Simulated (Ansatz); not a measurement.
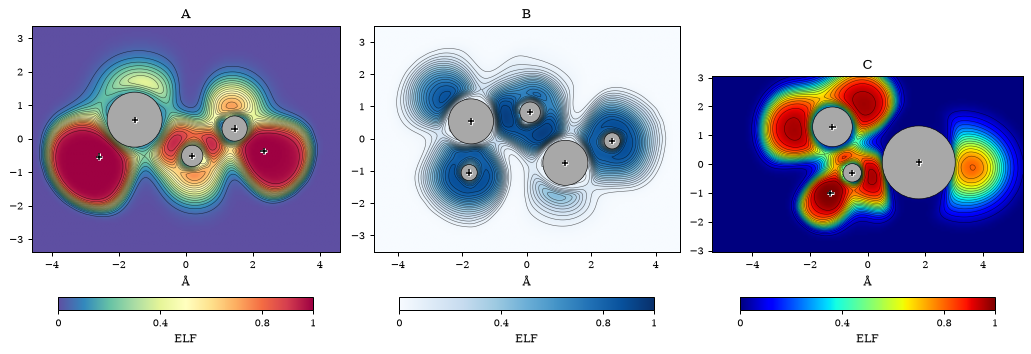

The electron localisation function of 3 systems, each on a plane through atoms (crosses mark nuclei in the plane; grey discs cover the cores).

Computed with Ansatz 0.2.0, isolated molecule in a Gaussian basis; Kohn-Sham density functional theory, functional PBE0.

System 1: F$_{3}$H$_{5}$NSi$_{2}$ (SMILES F[SiH2][NH2+][SiH](F)F) (charge +1), the plane of atoms F1, Si5 and N4. Geometry: B3LYP-D3(BJ)/def2-SVP.

```xyz
11

F    -1.7383   -2.6719   -3.4432
F    -1.6159    1.1342   -0.1004
F     0.6108   -0.2411   -0.4074
N    -1.7002   -1.3735   -1.0802
Si   -0.6509   -1.8400   -2.6092
Si   -0.8847   -0.2532    0.1606
H     0.4136   -2.6945   -2.0691
H    -0.3324   -0.5487   -3.2308
H    -2.0248   -2.2470   -0.6361
H    -2.5625   -0.9149   -1.4186
H    -1.0126   -0.7865    1.5131
```

System 2: CH$_{8}$GeN (SMILES C[NH2+][GeH3]) (charge +1), the plane of atoms C1, N3 and Ge2. Geometry: B3LYP/6-31G*.

```xyz
11

C     0.9656    0.5038    1.6353
Ge    1.3140   -0.5292   -1.1565
N     0.4281   -0.5213    0.6708
H     0.8258    1.4970    1.2064
H     2.0280    0.3138    1.7939
H     0.4303    0.4311    2.5841
H    -0.5785   -0.3754    0.5409
H     0.5207   -1.4576    1.0784
H     0.5533   -1.6521   -1.8680
H     1.0226    0.8946   -1.6373
H     2.7681   -0.8289   -0.7836
```

System 3: FHNNaSe, the plane of atoms Se4, N2 and H5. Geometry: r2SCAN-D4/def2-SVP.

```xyz
5

F    -2.0582   -2.2264   -1.4853
N     1.0093    0.6494   -2.0109
Na   -0.9018   -0.6753   -1.7396
Se    0.5817    1.7667   -3.2703
H     1.9981    0.7866   -1.7511
```

Match each panel to its system.

Panel A is system 2, CH$_{8}$GeN: the plane holds C, Ge, N and H. C–N (1.51 Å): the ELF peaks at about 0.95 between the atoms (a shared electron pair). Panel B is system 1, F$_{3}$H$_{5}$NSi$_{2}$: the plane holds F, N and Si. Si–F (1.60 Å): the ELF peaks at about 0.85 in the valence shell of F, 0.6 Å from its nucleus, and is about 0.50 at the midpoint. Panel C is system 3, FHNNaSe: the plane holds N, Na, Se and H. Se–N (1.74 Å): the ELF peaks at about 0.85 between the atoms: localised, covalent bonding.
